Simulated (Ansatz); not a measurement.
# What BeMoS3 (built on the sites of a database entry of BaMoO3) distorts into, part 2 of 2

Aim: this structure of BeMoS3 (built on the sites of a database entry of BaMoO3) is to be tested for unstable modes, and one is followed downhill.

Ansatz 0.2.0; DFT PBEsol, scalar-relativistic, plane waves, PAW.

So far, highest frequency on the path or at a solved wavevector (cm⁻¹): step 2 (response at finite wavevector) 522. Also lowest frequency on the path (cm⁻¹): step 2 -291.

The structure was built from a prototype and need not be the compound's stable phase.

## (5) Energy along the mode, all amplitudes (two of the runs are shown above)

An imaginary frequency means negative curvature, so the energy should fall and then rise again as anharmonic terms take over.

This step gave:

| Quantity | Value |
| --- | --- |
| depth at the lowest point sampled | 124.5 meV/atom |
| largest atomic shift at that point | 0.6 Å |

Energy from the parent against largest atomic shift:

```tsv
largest atomic shift (Å)	energy from the parent (meV/atom)
0.000	0
0.040	-0.548
0.080	-2.19
0.140	-6.73
0.220	-16.6
0.320	-35.2
0.450	-69.8
0.600	-124
```

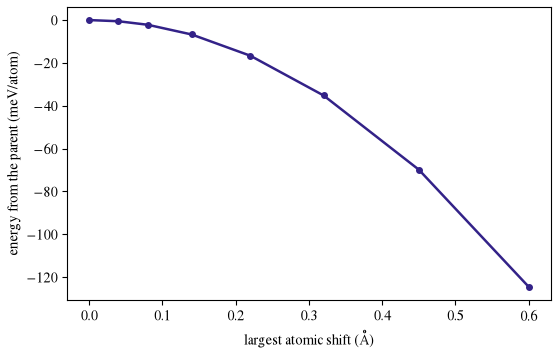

Energy from the parent against largest atomic shift.

Displacement at unit largest shift by atom:

```tsv
atom	x (Å)	y (Å)	z (Å)	size
Be1	0.000	-0.071	0.997	1.000
Be2	0.000	0.071	-0.997	1.000
Mo3	0.000	-0.099	0.007	0.099
Mo4	0.000	0.099	-0.007	0.099
S5	0.000	0.000	0.000	0.000
S6	0.000	0.000	0.000	0.000
S7	0.000	0.000	0.000	0.000
S8	0.000	0.000	0.000	0.000
S9	0.000	0.214	-0.015	0.215
S10	0.000	-0.214	0.015	0.215
```

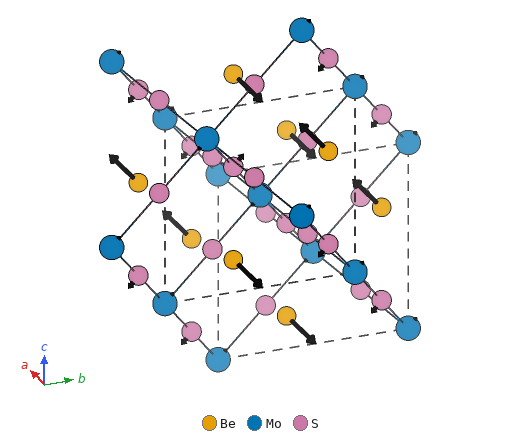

Displacement at unit largest shift as arrows, the longest 1.000 Å. 2×1×1 cells are drawn. Some periodic images of atoms are drawn too.

The lowest of the steps tried is the last one, at 0.6 Å, 124 meV/atom below the parent; the bottom of the well need not coincide with a step.

## (6) Relaxing from the distorted cell

Starting from the lowest point found, all atoms and the cell are let go, so that strain and other modes of the same symmetry can join in.

input.yaml

```yaml
crystal:
  lattice:
    - [-4.6206887221, 0.0, 0.0]
    - [0.0, -4.6206887221, -4.6206887221]
    - [0.0, -4.6206887221, 4.6206887221]
  atoms:
    - { symbol: Be, position: [0.5, -0.060169967, 0.569355509] }
    - { symbol: Be, position: [0.5, 0.560169967, -0.069355509] }
    - { symbol: Mo, position: [0.0, 0.0059682711, 0.0068793869] }
    - { symbol: Mo, position: [0.0, 0.4940317289, 0.4931206131] }
    - { symbol: S, position: [0.0, 0.75, 0.75] }
    - { symbol: S, position: [0.0, 0.25, 0.25] }
    - { symbol: S, position: [0.0, 0.25, 0.75] }
    - { symbol: S, position: [0.0, 0.75, 0.25] }
    - { symbol: S, position: [0.5, -0.0128898345, -0.0148575955] }
    - { symbol: S, position: [0.5, 0.5128898345, 0.5148575955] }
kpoints:
  mp_grid: { grid: [6, 6, 6] }
hamiltonian:
  xc: pbesol
scf:
  occupations: { method: methfessel_paxton, width: 0.15 }
output:
  forces: true
  stress: true
  eigenvalues: true
  write_density: true
  write_potential: true
  elf: true
  volumetric_format: npy
relax:
  adjacent_minimum: "off"
  f_tol: 0.002
  max_steps: 120
  cell: { stress_tol: 0.03 }
```

On the command line:

```
$ ansatz run input.yaml --threads 8 --pin off --max-ram 14336MiB --backend cpu --events-out ev --progress --plain --runs-dir out
```

Numbers of over 12 decimals in the logs are rounded to 6 here.

Log:

```text
[...]
Crystal: 10 atoms, lattice volume = 197.310 Å³
Basis set: ecut = 420 eV, 3891 PW (Γ), exchange–correlation on 64×90×90 points (8 copies of the dense FFT grid, shifted against one another)
Bands: 44, of which v1, the nominal top of the filled ones, is band 34 counted from 1 (33 counted from 0)
Symmetry: 4 space group operations
[...]
k-points: 80 of 216
[...]
SCF iter   1: F=—  HF=-15281.895535 eV  |F-HF|=—  |Δ(HF+E_count)|=         —  Δρ=7.03e-3  dr2=2.19e-1  ethr=1.77e-3  ⟨swp⟩=5.8  Hψ=13969  notcnv=0
[...]
SCF iter   8: F=-15281.860392 eV  HF=-15281.860392 eV  |F-HF|=3.67e-9  |Δ(HF+E_count)|=   9.16e-8  S|Δr|=    0.00e0  Δρ=2.30e-6  dr2=1.91e-8  ethr=1.47e-10  ⟨swp⟩=13.6  Hψ=23708  notcnv=0
SCF 1 converged in 8 iterations: F = -15281.860392 eV  dr2 = 1.91e-8
[...]
relax step   1: F+E_penalty+E_count = -15281.86039245 eV  Δ(F+E_penalty+E_count) = +0.000e0 eV  max|allowed force component| = 1.619e0 eV/Å  Δτ_max = 0.0000 Å  P = +0.026 GPa  Ω = 197.310 Å³  (8 SCF iters, dr2 threshold 1.00e-7 eV, accepted)
Crystal: 10 atoms, lattice volume = 197.880 Å³
Basis set: ecut = 420 eV, 3883 PW (Γ), exchange–correlation on 64×90×90 points (8 copies of the dense FFT grid, shifted against one another)
[...]
SCF iter   6: F=-15283.078240 eV  HF=-15283.078241 eV  |F-HF|=2.69e-7  |Δ(HF+E_count)|=   3.51e-7  S|Δr|=    0.00e0  Δρ=1.20e-5  dr2=4.91e-7  ethr=1.47e-9  ⟨swp⟩=11.7  Hψ=27121  notcnv=0
SCF 2 converged in 6 iterations: F = -15283.078240 eV  dr2 = 4.91e-7
relax step   2: F+E_penalty+E_count = -15283.07824048 eV  Δ(F+E_penalty+E_count) = -1.218e0 eV  max|allowed force component| = 2.200e0 eV/Å  Δτ_max = 0.1973 Å  P = -0.233 GPa  Ω = 197.880 Å³  energy of the carried Pulay correction = -3.342e-5 eV  (6 SCF iters, dr2 threshold 1.00e-6 eV, accepted)
Crystal: 10 atoms, lattice volume = 198.525 Å³
Basis set: ecut = 420 eV, 3879 PW (Γ), exchange–correlation on 64×90×90 points (8 copies of the dense FFT grid, shifted against one another)
[...]
SCF iter   7: F=-15284.627129 eV  HF=-15284.627129 eV  |F-HF|=2.42e-8  |Δ(HF+E_count)|=   9.36e-8  S|Δr|=    0.00e0  Δρ=4.25e-6  dr2=4.99e-8  ethr=1.47e-9  ⟨swp⟩=14.6  Hψ=26991  notcnv=0
SCF 3 converged in 7 iterations: F = -15284.627129 eV  dr2 = 4.99e-8
relax step   3: F+E_penalty+E_count = -15284.62712928 eV  Δ(F+E_penalty+E_count) = -1.549e0 eV  max|allowed force component| = 2.402e0 eV/Å  Δτ_max = 0.1950 Å  P = -0.087 GPa  Ω = 198.525 Å³  energy of the carried Pulay correction = -7.118e-5 eV  (7 SCF iters, dr2 threshold 1.00e-6 eV, accepted)
[... from here on, the SCF cycles and remarks between the steps are left out ...]
relax step   4: F+E_penalty+E_count = -15286.07091113 eV  Δ(F+E_penalty+E_count) = -1.444e0 eV  max|allowed force component| = 1.079e0 eV/Å  Δτ_max = 0.1923 Å  P = +2.021 GPa  Ω = 198.681 Å³  energy of the carried Pulay correction = -8.031e-5 eV  (7 SCF iters, dr2 threshold 1.00e-6 eV, accepted)
relax step   5: F+E_penalty+E_count = -15286.08854033 eV  Δ(F+E_penalty+E_count) = -1.763e-2 eV  max|allowed force component| = 1.961e0 eV/Å  Δτ_max = 0.1951 Å  P = +0.857 GPa  Ω = 206.517 Å³  energy of the carried Pulay correction = -5.289e-4 eV  (7 SCF iters, dr2 threshold 1.00e-6 eV, accepted)
relax step   6: F+E_penalty+E_count = -15286.01574175 eV  Δ(F+E_penalty+E_count) = +7.280e-2 eV  max|allowed force component| = 8.690e-1 eV/Å  Δτ_max = 0.1686 Å  P = -2.846 GPa  Ω = 213.695 Å³  energy of the carried Pulay correction = -9.249e-4 eV  (7 SCF iters, dr2 threshold 1.00e-6 eV, rejected (line search))
relax step   7: F+E_penalty+E_count = -15286.31507495 eV  Δ(F+E_penalty+E_count) = -2.265e-1 eV  max|allowed force component| = 4.489e-2 eV/Å  Δτ_max = 0.0961 Å  P = -0.262 GPa  Ω = 205.161 Å³  energy of the carried Pulay correction = -4.525e-4 eV  (10 SCF iters, accepted)
relax step   8: F+E_penalty+E_count = -15286.31123335 eV  Δ(F+E_penalty+E_count) = +3.842e-3 eV  max|allowed force component| = 5.731e-2 eV/Å  Δτ_max = 0.0140 Å  P = +0.724 GPa  Ω = 202.538 Å³  energy of the carried Pulay correction = -3.033e-4 eV  (5 SCF iters, dr2 threshold 2.39e-7 eV, rejected (line search))
relax step   9: F+E_penalty+E_count = -15286.31668485 eV  Δ(F+E_penalty+E_count) = -1.610e-3 eV  max|allowed force component| = 4.171e-3 eV/Å  Δτ_max = 0.0172 Å  P = -0.015 GPa  Ω = 204.469 Å³  energy of the carried Pulay correction = -4.133e-4 eV  (8 SCF iters, accepted)
relax step  10: F+E_penalty+E_count = -15286.31671970 eV  Δ(F+E_penalty+E_count) = -3.485e-5 eV  max|allowed force component| = 1.759e-3 eV/Å  Δτ_max = 0.0035 Å  P = -0.001 GPa  Ω = 204.423 Å³  energy of the carried Pulay correction = -4.108e-4 eV  (6 SCF iters, dr2 threshold 1.09e-9 eV, accepted)
[...]
SCF iter   6: F=-15286.317297 eV  HF=-15286.317297 eV  |F-HF|=1.82e-12  |Δ(HF+E_count)|=  5.46e-12  S|Δr|=    0.00e0  Δρ=3.03e-8  dr2=3.45e-12  ethr=1.00e-12  ⟨swp⟩=6.6  Hψ=16311  notcnv=0
SCF 11 converged in 6 iterations: F = -15286.317297 eV  dr2 = 3.45e-12
relax step  11: F+E_penalty+E_count = -15286.31729715 eV  Δ(F+E_penalty+E_count) = -5.775e-4 eV  max|allowed force component| = 1.687e-3 eV/Å  Δτ_max = 0.0000 Å  P = +0.003 GPa  Ω = 204.423 Å³  stress off target by 6.91e-3 GPa  SCF on the basis re-selected at this cell (its energy is not comparable with the rows above)  (6 SCF iters)
basis re-selected at this cell: Δ(F+E_penalty+E_count) = -5.775e-4 eV, ΔP = +0.004 GPa vs the last step (what re-selecting the basis moved, of the pressure what is left beyond the Pulay correction that the steps carried, after the strain that the cell walked since its last selection, with what the two solves' SCF thresholds leave and, on support functions, any second-order correction that the steps lacked; it is no m [...]
SCF converged after 6 iterations
[...]
Free energy (F): -15286.317297 eV
[...]
Internal energy: -15286.316951 eV  (E = F + TS)
E sigma→0 (E₀):  -15286.317211 eV
Entropy (-TS):   -0.000346 eV (-0.035 meV/atom)
Fermi energy:    6.888046 eV
Step filling:    the computed levels leave a gap of 0.0028 eV = 0.0 smearing widths at the electron count; against every level under it full and every level over it empty, smearing changes F+E_penalty+E_count by +0.109 meV and its σ→0 estimate by +0.195 meV
[...]
--- Forces (eV/Å), atoms counted from 1 ---
  atom   1  Be     0.00000000     0.00038137     0.00108541
  atom   2  Be     0.00000000    -0.00038137    -0.00108541
  atom   3  Mo     0.00000000     0.00168732     0.00023972
  atom   4  Mo     0.00000000    -0.00168732    -0.00023972
  atom   5  S      0.00000000     0.00000000     0.00000000
  atom   6  S      0.00000000     0.00000000     0.00000000
  atom   7  S      0.00000000     0.00000000     0.00000000
  atom   8  S      0.00000000     0.00000000     0.00000000
  atom   9  S      0.00000000    -0.00153843    -0.00054260
  atom  10  S      0.00000000     0.00153843     0.00054260
  max |Σ_I F_I| component: 2.17e-19 eV/Å
--- Stress (GPa, compression-positive) ---
        0.006913       0.000000       0.000000
        0.000000       0.006215      -0.000664
        0.000000      -0.000664      -0.004660
  P = ⅓ Tr σ = 0.0028 GPa (0.028 kbar)
--- Band table (eV; the first three rows and the last of 80) ---
  k-point 0: bands = [... 30 lower, 5.4679, 5.8787, 6.0027, 6.7186, 6.9590, 6.9791, 7.2664, 8.0168, ... 6 higher]
  k-point 1: bands = [... 30 lower, 5.3778, 6.0265, 6.2414, 6.5931, 6.9902, 7.2292, 7.6112, 8.0138, ... 6 higher]
  k-point 2: bands = [... 30 lower, 5.3315, 5.9222, 6.6015, 6.7621, 7.1667, 7.5284, 7.7755, 8.2232, ... 6 higher]
  k-point 79: bands = [... 30 lower, 5.0786, 5.4492, 5.8675, 6.5263, 7.6946, 7.8818, 7.9598, 7.9937, ... 6 higher]
--- Relaxed structure (10 steps of the walk, 8 accepted, 1 SCFs on fresh bases) ---
  F+E_penalty+E_count = -15286.31729715 eV   max|allowed force component| = 1.687e-3 eV/Å   (the final SCF, on the basis selected at the relaxed cell)
  cell:  # Å, volume = 204.4234 Å³
    - [-4.735255, 0.0, 0.0]
    - [0.0, -4.734672, -4.558707]
    - [0.0, -4.734946, 4.558982]
  atoms:
    - { symbol: Be, position: [0.5, -0.137504, 0.637584] }
    - { symbol: Be, position: [0.5, 0.637504, -0.137584] }
    - { symbol: Mo, position: [0, 0.017224, 0.017242] }
    - { symbol: Mo, position: [0, 0.482776, 0.482758] }
    - { symbol: S, position: [0, 0.750000, 0.750000] }
    - { symbol: S, position: [0, 0.25, 0.25] }
    - { symbol: S, position: [0, 0.250000, 0.75] }
    - { symbol: S, position: [0, 0.750000, 0.25] }
    - { symbol: S, position: [0.5, -0.062385, -0.062287] }
    - { symbol: S, position: [0.5, 0.562385, 0.562287] }
```

Wall time 58 s (8 threads of Intel Xeon Platinum 8559C (Emerald Rapids), shared host); peak memory 1.2 GiB; 7 min of CPU time.

The steps of the relaxation:

```tsv
step	energy less that of the first step (eV)	largest force component (eV/Å)	pressure (GPa)	volume (Å³)
1	0.0000	1.6194	0.03	197.31
2	-1.2178	2.2004	-0.23	197.88
3	-2.7667	2.4022	-0.09	198.52
4	-4.2105	1.0792	2.02	198.68
5	-4.2281	1.9615	0.86	206.52
6	-4.1553	0.8690	-2.85	213.69
7	-4.4547	0.0449	-0.26	205.16
8	-4.4508	0.0573	0.72	202.54
9	-4.4563	0.0042	-0.02	204.47
10	-4.4563	0.0018	0.00	204.42
11*	-4.4569	0.0017	0.00	204.42
```

Relaxation steps marked * repeat the geometry before them on a plane-wave basis chosen anew for their cell, so energy and pressure can jump there. Relaxation steps 6, 8 were tried and not accepted.

Forces are held to the 4 operations that the run works with; a distortion that breaks them can't arise in this run.

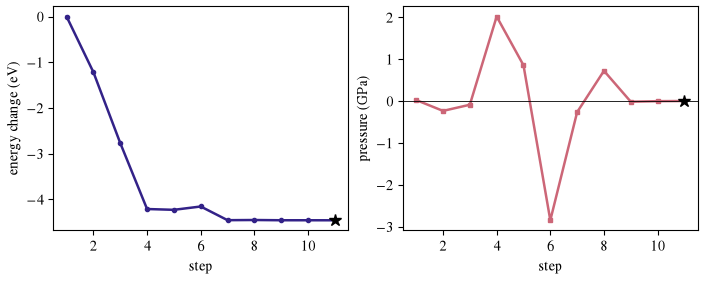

Energy and pressure along the relaxation. Stars mark steps on a basis chosen anew.

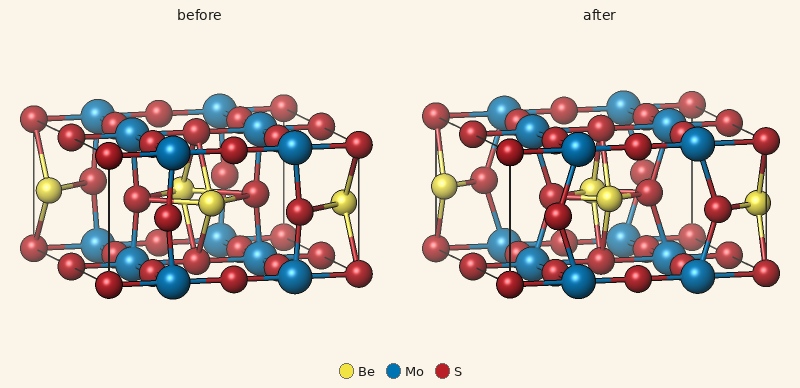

Before and after, at one scale.

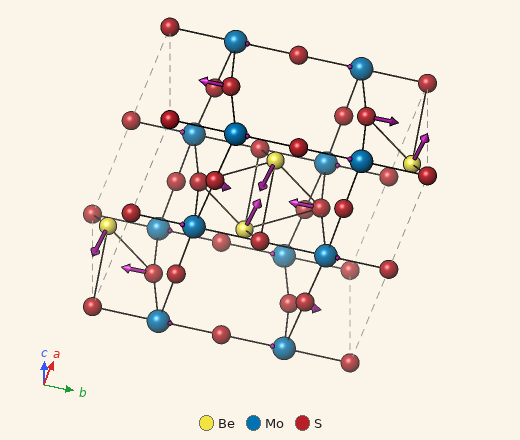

Displacements in the relaxation, exaggerated, measured against the changing cell; the longest in the cell stands for 0.66 Å. Some periodic images of atoms are drawn too.

```tsv
cell as run	before	after	change
a (Å)	4.621	4.735	+2.5 %
b (Å)	6.535	6.573	+0.6 %
c (Å)	6.535	6.573	+0.6 %
α (°)	90.00	87.83	-2.4 %
volume (Å³/atom)	19.73	20.44	+3.6 %
```

The atoms that moved most (Å, as changes of fractional coordinates times the final cell):

```tsv
atom	dx	dy	dz	length
Be1	0.000	0.043	0.664	0.665
Be2	0.000	-0.043	-0.664	0.665
S9	0.000	0.459	0.009	0.459
S10	0.000	-0.459	-0.009	0.459
Mo4	0.000	0.102	0.004	0.102
Mo3	0.000	-0.102	-0.004	0.102
```

Final coordinates:

```cif
data_structure
_symmetry_space_group_name_H-M 'P 1'
_symmetry_Int_Tables_number 1
_cell_length_a 4.7353
_cell_length_b 6.5726
_cell_length_c 6.5730
_cell_angle_alpha 87.831
_cell_angle_beta 90.000
_cell_angle_gamma 90.000
_cell_volume 204.42
loop_
_atom_site_label
_atom_site_type_symbol
_atom_site_fract_x
_atom_site_fract_y
_atom_site_fract_z
_atom_site_occupancy
Be1 Be 0.50000 0.86250 0.63758 1
Be2 Be 0.50000 0.63750 0.86242 1
Mo3 Mo 0.00000 0.01722 0.01724 1
Mo4 Mo 0.00000 0.48278 0.48276 1
S5 S 0.00000 0.75000 0.75000 1
S6 S 0.00000 0.25000 0.25000 1
S7 S 0.00000 0.25000 0.75000 1
S8 S 0.00000 0.75000 0.25000 1
S9 S 0.50000 0.93762 0.93771 1
S10 S 0.50000 0.56238 0.56229 1
```

Numbers from this step:

```
pressure        : 0.002823 GPa
volume per atom : 20.44 Å³
```

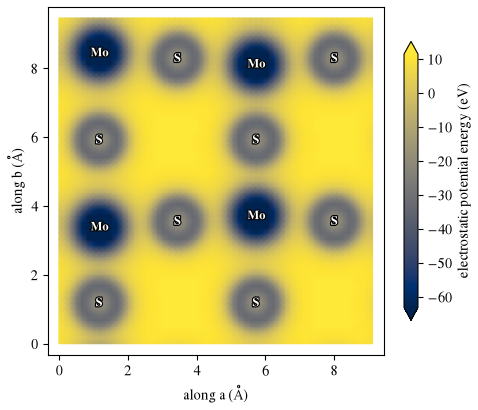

Electrostatic potential energy in the ab plane of the conventional cell at fractional z = 0.000, with atoms of Mo and S within 0.2 Å of it. With pseudopotentials it is smooth inside the atoms' cores, unlike the true potential. The map starts off the cell's origin, so that atoms lie inside it.

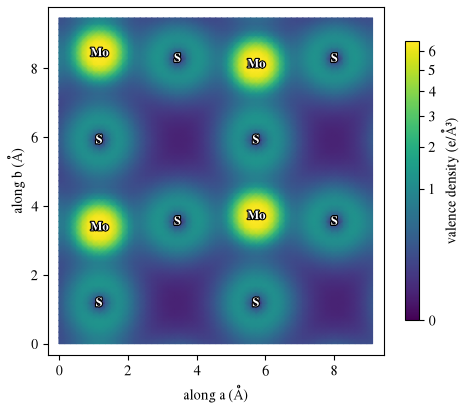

Valence density in the ab plane of the conventional cell at fractional z = 0.000, with atoms of Mo and S within 0.2 Å of it. It is the smooth field of the valence electrons, not physical close to the nuclei. The map starts off the cell's origin, so that atoms lie inside it. The colour scale is stretched toward low values.

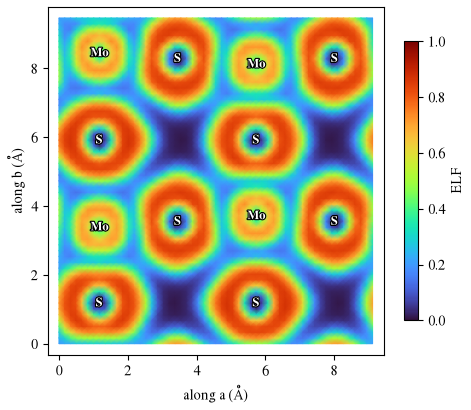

ELF in the ab plane of the conventional cell at fractional z = 0.000, with atoms of Mo and S within 0.2 Å of it. It is the smooth field of the valence electrons, not physical close to the nuclei. The map starts off the cell's origin, so that atoms lie inside it.

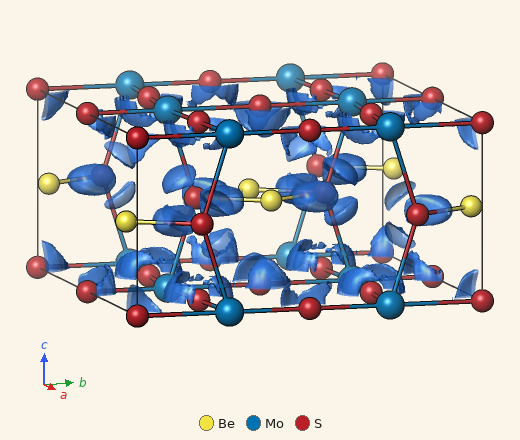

Surface of ELF = 0.84.

The distorted start has space group P2/m; the relaxation ends in Cmmm.

## (7) What came out

```yaml
unstable_mode_of_the_parent: q = (0, -0.5, -0.5), 291i cm⁻¹
depth_at_the_lowest_point_sampled: 124 meV/atom
largest_atomic_shift_at_that_point: 0.6 Å
space_group_reached_within_0p01_a: Cmmm
energy_gained_over_the_parent_first_relaxation_on_the_mesh_of_the_frozen_mode: 570 meV/atom
volume_per_atom_phase_reached: 20.4 Å³
```

What this shows: Along this mode the structure falls into Cmmm, 570 meV/atom below the parent. At the parent's cell the well is 124.5 meV/atom deep on the steps tried, with its lowest point at a shift of 0.6 Å. That is the last step tried, so the steps alone don't bracket the bottom of the well. Relaxing atoms and cell changes the gain by +445.80 meV/atom against the lowest step (energies at zero smearing). Most of the total comes from this relaxation. The modes of the phase reached were not computed on this path. Of the 6 patterns followed to their end from this parent, this one ends 84.8 meV/atom above the lowest, R3m. Each path keeps the symmetry of its pattern, so a lower phase may lie along a pattern not tried. With no gap, or one that is small against the smearing, the frequencies hang on the k mesh and the smearing, most of all near Kohn anomalies. The starting cell was built on a prototype and not taken from a measurement, so the phase need not exist.

[Logs are printed without paths, hosts, clocks, repeated set-up lines and the standing remarks that a program may print on its own settings, such as how far it seeks lower states.]

[Hosts, paths, dates, database ids (printed as entryN), source tags and the programs' standing remarks are cut or masked in the printed files.]
